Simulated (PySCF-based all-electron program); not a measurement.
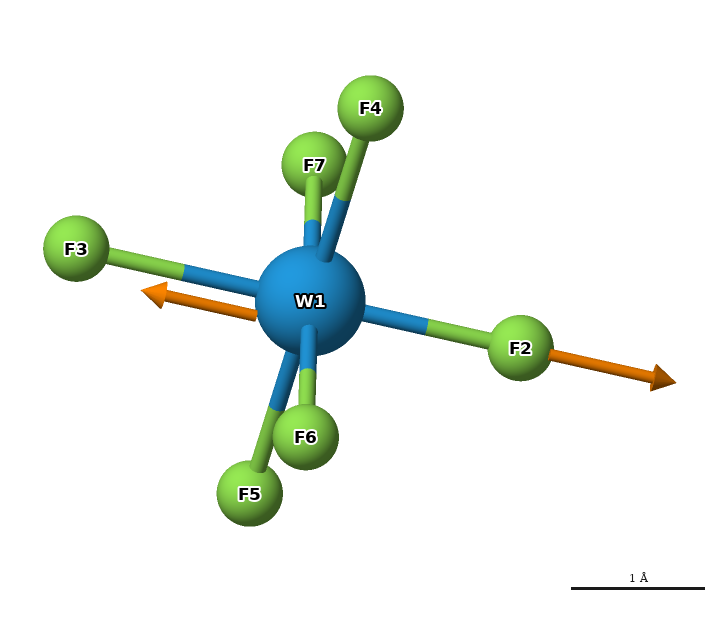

Arrows show the forces on the atoms, 0.1 Å of arrow for 1 eV/Å; forces under a tenth of the largest aren't drawn. The species is neutral and a spin singlet. Level of theory: LDA, all-electron, scalar-relativistic (Koelling-Harmon), large uncontracted Gaussian sets (PySCF-based all-electron program).

> Along which bond is the force strongest?

W1–F2, now 1.647 Å: the forces push its atoms apart, so a first step downhill lengthens it.

List the force components in the frame of the picture (x right, y up, z towards the viewer), in eV/Å.

```json
{"atom": "W1", "Fx": "−8.77", "Fy": "1.96", "Fz": "1.14"}
{"atom": "F2", "Fx": "9.64", "Fy": "−2.16", "Fz": "−1.26"}
{"atom": "F3", "Fx": "−0.68", "Fy": "0.15", "Fz": "0.09"}
{"atom": "F4", "Fx": "0.04", "Fy": "0.27", "Fz": "0.19"}
{"atom": "F5", "Fx": "−0.13", "Fy": "−0.25", "Fz": "−0.18"}
{"atom": "F6", "Fx": "−0.05", "Fy": "−0.18", "Fz": "0.28"}
{"atom": "F7", "Fx": "−0.04", "Fy": "0.20", "Fz": "−0.27"}
```
